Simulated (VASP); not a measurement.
Band structure of P (space group Cmce). Level of theory: modified Becke-Johnson potential (mBJ), VASP's PBE PAW potentials (set 64) (plane waves; VASP).

mBJ is a potential without an energy functional, so only the levels count. Without a dispersion term in the relaxation, distances and binding between the weakly bound layers, chains or molecules are unreliable, and so is what depends on them.

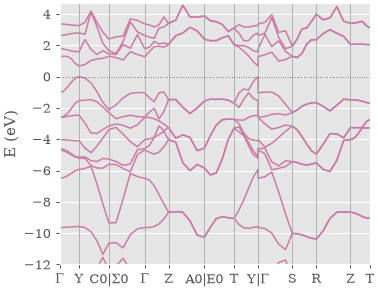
*Bands along high-symmetry lines, zero at the valence-band maximum or, without a gap, the Fermi level*

### Question
Read the plot: is there a gap, and where are the band edges?

### Answer
The gap is direct, 0.68 eV, from the valence maximum at Y to the conduction minimum at Y.

The structure comes from a computed database's P entry (Cmce); how it stands against other phases isn't given here. It was relaxed first. The cell's shape comes from a PBE relaxation.
